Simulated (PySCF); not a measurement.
System: MgBe.

```yaml
atoms:
  - { symbol: Mg, position_ang: [0.0000, 0.0000, -0.8366] }
  - { symbol: Be, position_ang: [0.0000, 0.0000, 2.2264] }
```

Method: PySCF, PBE0/6-311G(d,p), non-relativistic, at a bond length of 3.063 Å.

What will maps of the electron density and electron localisation function show?

Mg–Be (3.06 Å): ρ is about 0.11 e/Å³ halfway; the ELF is about 0.85 at the midpoint.

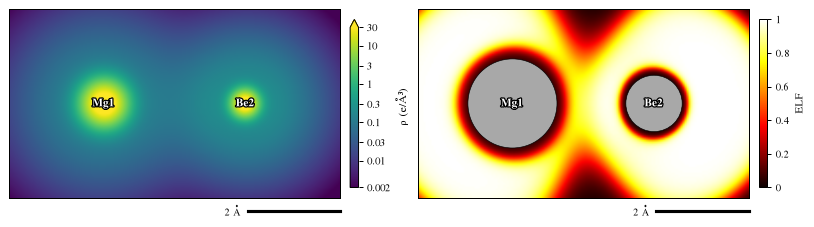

Computed electron density and electron localisation function on a plane that holds the molecular axis, in this order. Grey discs cover the atomic cores in the ELF map. 
